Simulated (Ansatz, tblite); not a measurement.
**The cluster B13: rung by rung**

Aim: run the doublet of the cluster B13 at one geometry on many levels, and compare frontier levels, spin and run time.

The runs use Ansatz 0.2.0, Gaussian basis; as each input shows.

The runs, in order: GFN1-xTB, GFN2-xTB, PBE-D4/def2-TZVP, r2SCAN-D4/def2-TZVP, HF/def2-TZVP, ωB97X-V/def2-TZVP, PBE-D4/def2-SVP, PBE0-D4/def2-SVP, HF/6-31G, B3LYP-D4/6-31G, MP2/def2-SVP.

2 further runs of the same task are left out: 2 set aside as unsound or not needed.

## (1) The structure

The geometry is that of the doublet, from an earlier relaxation (PBE-D4/def2-SVP). At that level it is the lowest of the isomers that a small search found.

13 atoms, charge 0, spin multiplicity 2.

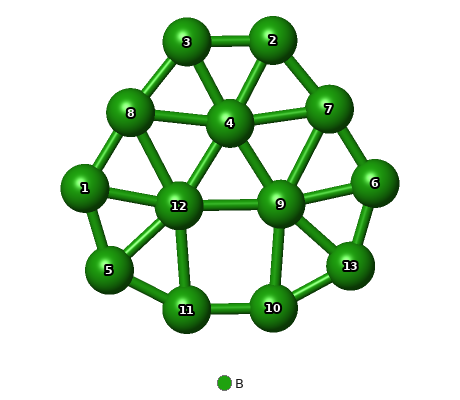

The structure; boron green; atoms are numbered from 1 in the order of the file.

PBE0-D4/def2-TZVP was run before; its log isn't repeated, and its numbers join the tables.

## (2) GFN1-xTB

Tight binding, by tblite at 300 K electronic temperature and without a spin-polarisation term:

```python
tblite.interface.Calculator('GFN1-xTB', numbers, positions, charge=0, uhf=1).singlepoint()
```

Energy -491.5451 eV; 0.01 s.

## (3) GFN2-xTB

Tight binding, by tblite at 300 K electronic temperature and without a spin-polarisation term:

```python
tblite.interface.Calculator('GFN2-xTB', numbers, positions, charge=0, uhf=1).singlepoint()
```

Energy -421.2190 eV; 0.014 s.

## (4) PBE-D4/def2-TZVP

start.molden holds the orbitals of an earlier run on this state, given as this run's starting guess.

File in.yaml:

```yaml
crystal:
  periodic: [false, false, false]
  atoms:
    - {symbol: B, position_ang: [-1.931115, 1.765051, 0.036541]}
    - {symbol: B, position_ang: [2.325302, 1.286770, 0.116341]}
    - {symbol: B, position_ang: [1.213507, 2.363398, 0.141482]}
    - {symbol: B, position_ang: [0.735904, 0.759032, 0.057237]}
    - {symbol: B, position_ang: [-2.649021, 0.389706, -0.052790]}
    - {symbol: B, position_ang: [1.825891, -1.870420, -0.035546]}
    - {symbol: B, position_ang: [2.180063, -0.325096, 0.043316]}
    - {symbol: B, position_ang: [-0.395420, 2.165591, 0.094361]}
    - {symbol: B, position_ang: [0.366628, -0.939531, -0.031847]}
    - {symbol: B, position_ang: [-1.036508, -2.193652, -0.137279]}
    - {symbol: B, position_ang: [-2.159169, -1.106285, -0.115536]}
    - {symbol: B, position_ang: [-0.950971, 0.339514, -0.003963]}
    - {symbol: B, position_ang: [0.474898, -2.634077, -0.112317]}
basis:
  gaussian: {orbitals: def2-TZVP, initial_orbitals: start.molden}
magnetization: {spin_polarized: true, initial_magnetization: 1}
hamiltonian: {xc: pbe, dispersion: d4}
scf: {omitted_lower_state_checks: [starts]}
output: {orbitals: {seedname: orbitals}}
```

Run with:

```console
$ ansatz run in.yaml --threads 4 --pin off --events-out ev --progress --plain --max-ram 6963MiB
```

After this run come: r2SCAN-D4/def2-TZVP; HF/def2-TZVP; ωB97X-V/def2-TZVP; PBE-D4/def2-SVP; PBE0-D4/def2-SVP; HF/6-31G; B3LYP-D4/6-31G; MP2/def2-SVP.

**Question.** What will the summary of the whole plan be? Wanted: gap in def2-TZVP, named functionals and Hartree-Fock, smallest and largest; correlation energy, MP2/def2-SVP; binding an atom, functionals in def2-TZVP; ⟨S²⟩ in def2-TZVP, named functionals and Hartree-Fock, smallest and largest; PBE0 total energy, smallest basis above largest.

**Answer**, as computed:

| quantity | value |
| --- | --- |
| gap in def2-TZVP, named functionals and Hartree-Fock, smallest and largest | 0.34 eV (PBE-D4), 6.33 eV (HF) |
| correlation energy, MP2/def2-SVP | -29.77 eV |
| binding an atom, functionals in def2-TZVP | 4.77 (ωB97X-V) to 5.22 eV (PBE-D4) |
| ⟨S²⟩ in def2-TZVP, named functionals and Hartree-Fock, smallest and largest | 0.756, 0.882 |
| PBE0 total energy, smallest basis above largest | 8.78 eV (def2-SVP, def2-TZVP) |

In words: Over the named functionals and Hartree-Fock in def2-TZVP the gap runs from 0.34 eV (PBE-D4) to 6.33 eV (HF); exact exchange widens it. Over the named functionals and Hartree-Fock in def2-TZVP spin contamination reaches 0.13 (HF).
